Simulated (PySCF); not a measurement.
## Run report: C$_{2}$H$_{9}$OSi$_{2}$, EPR calculation

The run: EPR calculation of C$_{2}$H$_{9}$OSi$_{2}$, multiplicity 2. Method and program: UKS B3LYP, pcH-1 on C H O Si, non-relativistic, mean-field spin-orbit, GIAO (PySCF 2.14.0).

It belongs to a series of runs on one base structure; here: H removed from sp3 C.

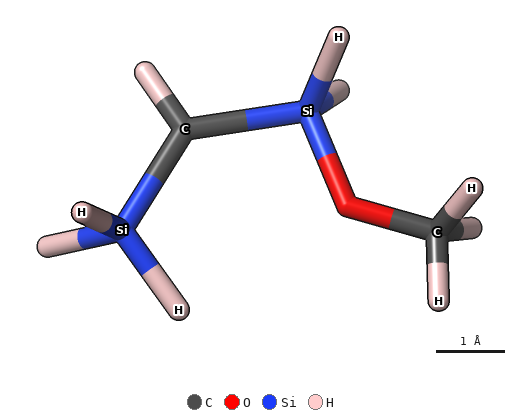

Fig. 1: The structure as given in the input (stick view, seen at a tilt).

### Input
```
{"job": {"kind": "epr", "basis": "pcH-1"}, "charge": 0, "multiplicity": 2}
C     -2.173503     1.070148    -0.106753
O     -0.936691     0.477525     0.119232
Si    -0.589227    -0.775831     1.092741
C      1.232850    -0.985926     0.833535
Si     2.397053    -0.005854    -0.235572
H     -2.587853     1.481377     0.817987
H     -2.887904     0.348261    -0.512801
H     -2.036283     1.878622    -0.826439
H     -1.364120    -1.968053     0.706070
H     -0.942044    -0.464155     2.489154
H      1.671686    -1.789185     1.409794
H      3.286270    -0.939626    -0.944409
H      1.688832     0.825075    -1.203983
H      3.240256     0.847148     0.619303
```

The first line tells a small driver script what to run in PySCF; the rest is the geometry in Å.

Machine: 1 CPU thread, shared host.

Command:
```bash
OMP_NUM_THREADS=1 python <driver script> task.json out
```

### The program's output
```
UKS, coarse grid
  cycle   1  E = -735.74133228  |g| = 5.47e-01
  cycle   2  E = -735.51333771  |g| = 9.42e-01
  cycle   3  E = -735.84395868  |g| = 8.63e-02
  cycle   4  E = -735.84599118  |g| = 4.21e-02
  cycle   5  E = -735.84686327  |g| = 9.12e-03
  cycle   6  E = -735.84690899  |g| = 1.74e-03
  cycle   7  E = -735.84691128  |g| = 9.50e-04
UKS, final grid
  cycle   1  E = -735.84694046  |g| = 1.04e-03
  cycle   2  E = -735.84694027  |g| = 1.23e-03
  cycle   3  E = -735.84694098  |g| = 5.97e-05
  cycle   4  E = -735.84694098  |g| = 4.19e-05
  cycle   5  E = -735.84694098  |g| = 1.22e-05
E = -735.84694098 Eh   <S^2> = 0.7533 (exact 0.7500)
g shifts (ppm)      1          2          3
  rmc          -116       -116       -116
  gc             -2         27         28
  oz_so          68        569        758
  total         -50        480        670
hyperfine (MHz)  atom isotope    a_iso     a_fc   dipolar eigenvalues
    0   13C      -1.31      -1.31     -0.24     -0.09      0.33
    1   17O       2.42       2.42     -1.04     -0.08      1.12
    2  29Si      47.55      47.62     -1.79      0.11      1.68
    3   13C      74.21      74.30    -72.42    -71.82    144.24
    4  29Si      44.39      44.47     -2.35      0.68      1.67
    5    1H       1.22       1.22     -0.80     -0.73      1.53
    6    1H       1.40       1.40     -0.81     -0.73      1.54
    7    1H      -0.05      -0.05     -0.71     -0.69      1.40
    8    1H      51.07      51.07     -3.24     -1.83      5.07
    9    1H      53.35      53.35     -3.21     -1.82      5.03
   10    1H     -52.31     -52.32    -35.00     -0.82     35.82
   11    1H      46.85      46.86     -3.21     -2.13      5.35
   12    1H       3.56       3.56     -2.85     -2.58      5.43
   13    1H      87.15      87.15     -3.48     -1.48      4.96
```

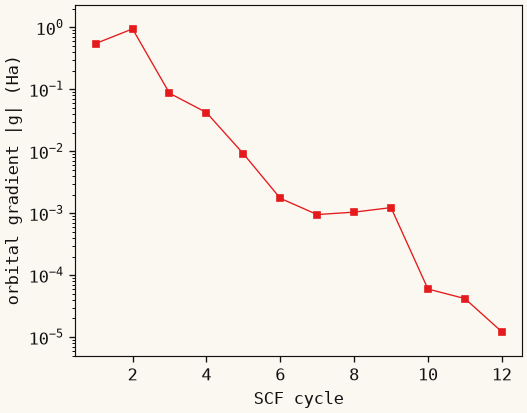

Fig. 2: Convergence of the self-consistent field: orbital gradient |g| against the SCF cycle. All cycles printed in the log are drawn one after another.

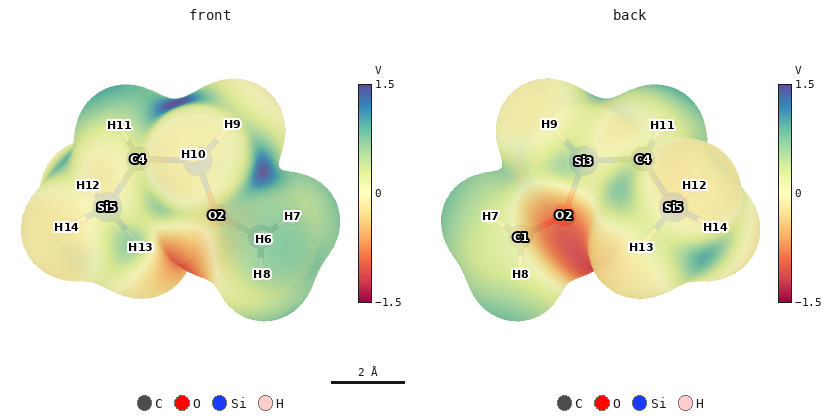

Fig. 3: The electrostatic potential painted on the density surface at 0.002 e/bohr³, seen at a tilt and from behind; the colour scale runs from red (negative) to blue (positive).

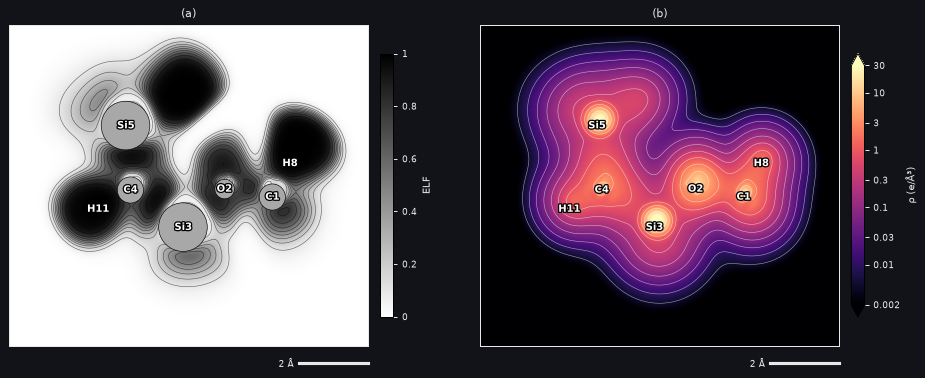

Fig. 4: (a) ELF; (b) total electron density on the plane of atoms Si5, C4 and H11. Grey discs, where drawn, cover atomic cores. Si–O (1.62 Å): ρ is about 0.77 e/Å³ halfway; the ELF is about 0.10 at the midpoint.

### Key numbers

- outcome: converged
- total energy: −735.846941 hartree
- ⟨S²⟩: 0.753
- isotropic g: 2.0027
- wall time: 39 s
- peak memory: 0.87 GiB
